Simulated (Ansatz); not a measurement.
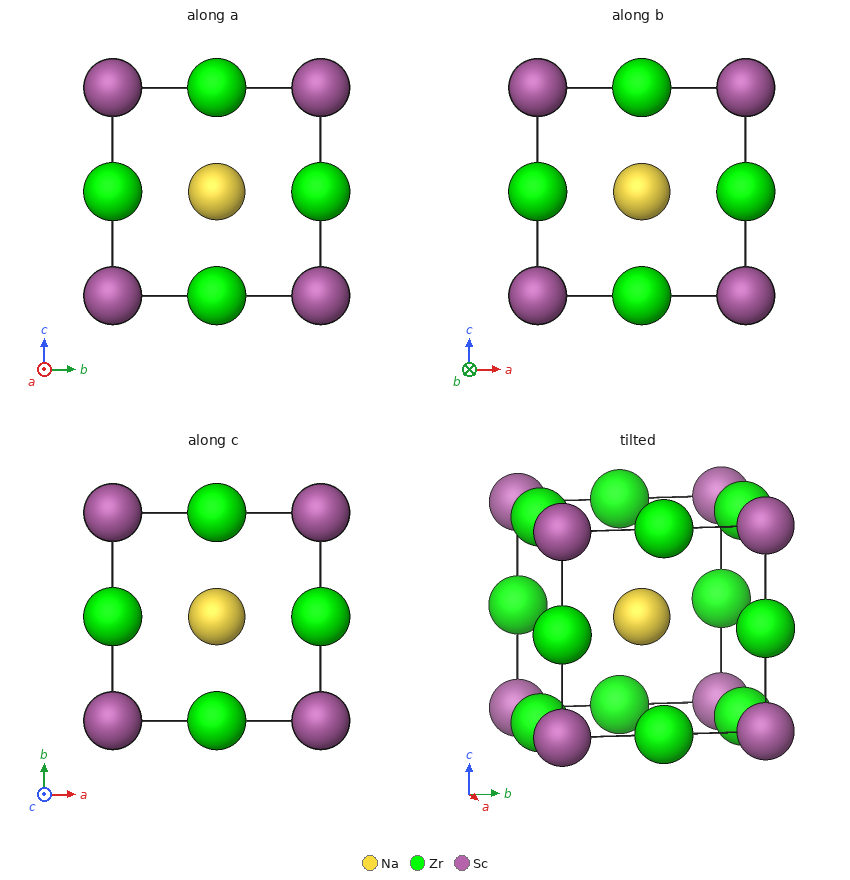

This spheres-only model is shown along the a axis, along the b axis, along the c axis and slightly off an axis. The conventional unit cell is outlined; an atom on or near a face, edge or corner is repeated at each equivalent position.

Lattice parameters: a = 5.228 Å, b = 5.228 Å, c = 5.228 Å, α = 90.00°, β = 90.00°, γ = 90.00°.

Question: Write down what is shown as a table of Wyckoff sites.

Answer: Space group Pm-3m (No. 221).
| atom | site | x | y | z |
| --- | --- | --- | --- | --- |
| Na | 1b | 0.5000 | 0.5000 | 0.5000 |
| Zr | 3d | 0.5000 | 0.0000 | 0.0000 |
| Sc | 1a | 0.0000 | 0.0000 | 0.0000 |

It derives from a structure type filled with these elements by a generator (whether the compound takes this form wasn't checked). Earlier steps of the study may have refined or changed the cell and positions. It was run through Ansatz as a DFT input.
